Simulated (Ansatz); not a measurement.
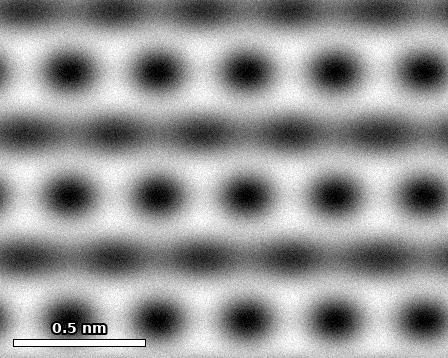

HRTEM-like image of ZrPbAu3 (Amm2, No. 38). Simulated in the weak-phase-object approximation with neutral-atom potentials: 300 kV, Cs = 1.00 mm, defocus −532 Å (negative is underfocus), defocus spread 40 Å, aperture 0.51 1/Å. Shot noise was added. Atomic positions: coordinates from a relaxation (final pressure about 18 GPa) with Ansatz, DFT, PAW plane waves, pbe; the starting structure was generated, so it need not be a known form of this composition.

```xyz
10
Lattice="4.7618 0.0000 0.0000 0.0000 6.7845 0.0000 0.0000 0.0000 6.7926" Properties=species:S:1:pos:R:3 pbc="T T T"
Pb    0.0000    3.3923    3.5902
Au    2.3809    2.1156    1.4144
Au    2.3809    4.6689    1.4144
Au    0.0000    3.3923    0.5082
Zr    2.3809    3.3923    5.9312
Pb    0.0000    0.0000    0.1939
Au    2.3809    5.5079    4.8107
Au    2.3809    1.2766    4.8107
Au    0.0000    0.0000    3.9044
Zr    2.3809    0.0000    2.5349
```

**Along which zone axis is the crystal seen: [210], [110] or [001]? (Directions equivalent by symmetry count as one.)**

[001]. The projected cells are 2.76 × 3.40 Å, 90° for [210]; 3.90 × 3.92 Å, 120° for [110]; 3.39 × 4.76 Å, 90° for [001], and the image repeats as the [001] one does.
